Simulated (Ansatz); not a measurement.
## What a change does: single-point calculation on BSi2NH8

System: BSi2NH8.
Method of the first run: RKS PBE0-D4/def2-TZVPP (Ansatz 0.2.0).

The geometry comes from this level: PBE0-D4/def2-TZVP. Text and figures count atoms from 1; the logs count them from 0 in places.

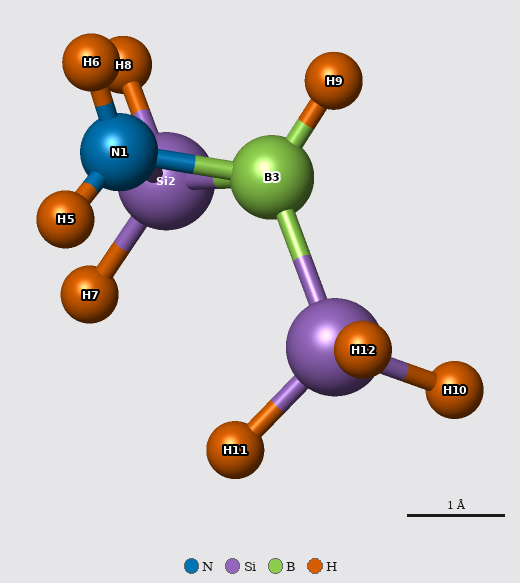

The structure (ball-and-stick view, seen at a tilt; atoms are numbered from 1 in the order of the input). Bond lengths as drawn: B–H 1.20 Å, B–N 1.61 Å, B–Si 1.96 to 1.99 Å, H–N 1.01 Å, H–Si 1.49 to 1.50 Å and N–Si 1.87 Å.

### The input, the first run
```yaml
crystal:
  periodic: [false, false, false]
  atoms:
    - {symbol: N, position_ang: [-0.338638, 1.303876, -0.108902]}
    - {symbol: Si, position_ang: [-1.619065, -0.011748, -0.442252]}
    - {symbol: B, position_ang: [0.322096, -0.038522, -0.705288]}
    - {symbol: Si, position_ang: [1.381354, -1.126975, 0.587615]}
    - {symbol: H, position_ang: [-0.135579, 1.552023, 0.849447]}
    - {symbol: H, position_ang: [-0.323316, 2.124995, -0.697289]}
    - {symbol: H, position_ang: [-2.294238, -0.266419, 0.856424]}
    - {symbol: H, position_ang: [-2.590910, 0.604266, -1.383871]}
    - {symbol: H, position_ang: [0.680411, 0.099954, -1.839913]}
    - {symbol: H, position_ang: [1.415146, -2.567414, 0.209180]}
    - {symbol: H, position_ang: [0.779822, -1.047872, 1.958872]}
    - {symbol: H, position_ang: [2.800017, -0.681365, 0.750080]}
basis:
  gaussian: {orbitals: def2-TZVPP}
hamiltonian: {xc: pbe0, dispersion: d4}
output: {orbitals: {seedname: orbitals}}
```

Command:
```bash
ansatz run in.yaml --threads 4 --pin off --events-out ev --progress --plain --max-ram 10444MiB
```

Hardware: 4 threads of Arm Neoverse V2, 23 GiB of memory available, shared host.

### Output (the first run)
```
Functional definition: PBE0
  parameter a = 0.25
  parameter kappa = 0.804
  parameter beta = 0.06672455060314922
  exchange = (1 - a)*pbe_x(kappa = kappa, mu = beta*pi^2/3) + a*exact_x
  correlation = pbe_c(beta = beta)
1378 factors; their error is unknown
mean field evaluation 1: about -18036.3780 eV, gradient 5.7e1 eV
mean field evaluation 2: about -18025.1952 eV, gradient 8.6e1 eV
mean field evaluation 4: about -18043.6033 eV, gradient 2.7e0 eV
mean field evaluation 8: about -18043.6224 eV, gradient 5.2e-2 eV
mean field evaluation 16: about -18043.6555 eV, gradient 5.7e-5 eV
mean field -18043.65550138 eV, -663.0921092466 hartree, gradient 5.7e-5 eV, S^2 0.000000; 0 other end points of the search recorded, 0 dependent functions left out
reference -18043.65553800 eV, -663.0921105926 hartree; 24, 24 occupied and 234, 234 virtual orbitals, 1378 factors
Total energy: -18043.88401588 eV, -663.1005069999 hartree
```

The input of the second run differs as follows (lines with − go, lines with + come):
```diff
-hamiltonian: {xc: pbe0, dispersion: d4}
+hamiltonian: {xc: {name: wB97X-V}}
```

What does this change do to the results?

The total energies belong to different models, so their difference says nothing on which is more stable or more accurate. The HOMO goes from −6.78 to −8.97 eV. The LUMO goes from −0.76 to 1.24 eV. On the same kind of shared host the second run took about 2.6 times as long.

### Output (the second run)
```
Functional definition: wB97X-V
  parameter omega = 0.3/bohr
  parameter cx = 0.167
  parameter cx1 = 0.603
  parameter cx2 = 1.194
  parameter css0 = 0.556
  parameter css1 = -0.257
  parameter cos0 = 1.219
  parameter cos1 = -1.850
  parameter b = 6.0
  parameter c = 0.01
  exchange = spin_sum(e_x_unif_sr(omega)*poly(b97_u_x, 1 - cx, cx1, cx2)) + cx*exact_x_sr(omega) + exact_x_lr(omega)
  correlation = spin_sum(e_c_pw_same_spin*poly(b97_u_same, css0, css1))
      + integral(e_c_pw_opposite_spin*poly(b97_u_opposite, cos0, cos1)) + vv10(b, c)
1378 factors; their error is unknown
348 factors; integrals over basis functions are off by at most 1.2e-5 eV
mean field evaluation 1: about -18046.0493 eV, gradient 4.3e1 eV
mean field evaluation 2: about -18046.6035 eV, gradient 4.1e1 eV
mean field evaluation 4: about -18050.0186 eV, gradient 1.4e0 eV
mean field evaluation 8: about -18050.0433 eV, gradient 2.7e-1 eV
mean field evaluation 16: about -18050.0435 eV, gradient 2.3e-5 eV
mean field -18050.04345170 eV, -663.3268620911 hartree, gradient 2.3e-5 eV, S^2 0.000000; 0 other end points of the search recorded, 0 dependent functions left out
reference -18050.04344918 eV, -663.3268619986 hartree; 24, 24 occupied and 234, 234 virtual orbitals, 1378 factors
Total energy: -18050.04344918 eV, -663.3268619986 hartree
```

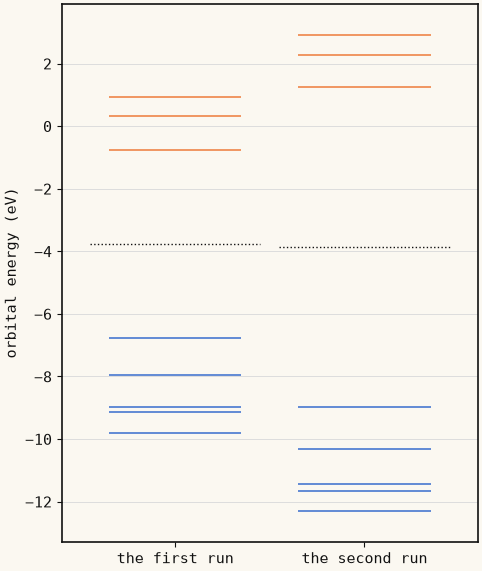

The five highest filled and three lowest empty orbital energies of the two runs; the dotted lines part filled from empty levels. The HOMO–LUMO gap is 6.02 eV in the first run and 10.21 eV in the second run.

### The two runs side by side

```tsv
quantity	the first run	the second run
outcome	converged	converged
total energy (hartree)	−663.100507	−663.326862
HOMO (eV)	−6.78	−8.97
LUMO (eV)	−0.76	1.24
basis functions	258	258
wall time (shared host)	2.5 s	6.5 s
```
